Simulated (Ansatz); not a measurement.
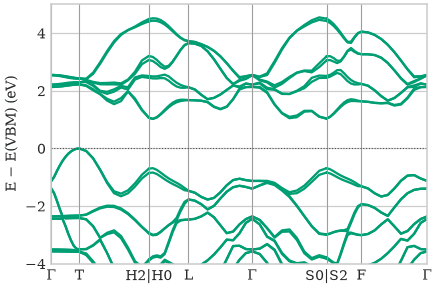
*Band structure from r²SCAN+D4 with spin–orbit coupling in the plane-wave PAW code Ansatz*

The gap is 1.02 eV; an edge lies off the plotted path or next to a special point (maximum at T, minimum off the standard path).

The material is MoS2 in space group R3m (No. 160; Mo on 3a, S on 3a, S on 3a).

The r²SCAN+D4 relaxation kept the symmetry of its start. No spin polarisation was allowed.

Potentials: the earlier of the program's two PAW sets.
